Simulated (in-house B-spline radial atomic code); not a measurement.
Ag⁺: many-body perturbation calculation

System: Ag⁺, core [Kr] 4d10.
Method: relativistic RPA (time-dependent Dirac-Hartree-Fock) and second-order many-body perturbation theory, no-pair Dirac-Coulomb, closed shell, B-spline basis (in-house B-spline radial atomic code).

The input:
```
basis_form = 2
Z = 47
core_configuration = [Kr] 4d10
rms_radius = 4.5454
mass_number = 107
speed_of_light = 13703.5999084
box_radius = 25.846
lmax = 7
intervals = 65
virtual_cutoff = 55225.0
```

Hardware: 1 CPU thread, shared host.

Launched within a batch (the task file carries these settings):
```bash
python <driver script> task.json out
```

The program writes its results to a structured record and prints no log; tables and figures of this report are taken from that record.

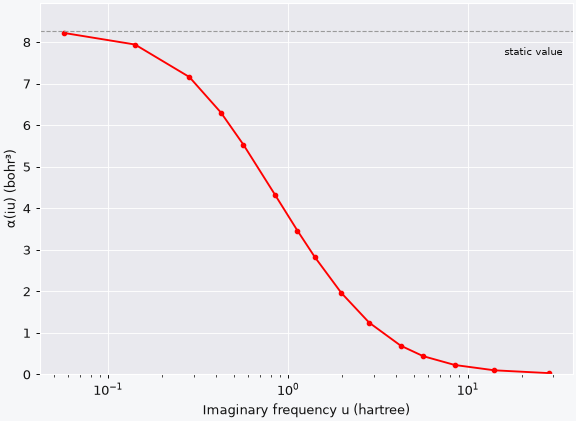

Fig. 1: Dipole polarisability at imaginary frequency of Ag⁺ (silver, Z = 47), [Kr] 4d¹⁰. Relativistic RPA on Dirac–Hartree–Fock, no-pair Dirac–Coulomb, finite nucleus, computed with a B-spline radial code. Speed of light scaled by 100. The static dipole polarisability is 8.28 bohr³; α(iu) falls to half of it near u = 0.90 hartree. The Casimir–Polder integral gives C₆ = 48.0 hartree bohr⁶ for two such species.

Key numbers:

| quantity | value |
| --- | --- |
| outcome | converged |
| wall time | 13 s |
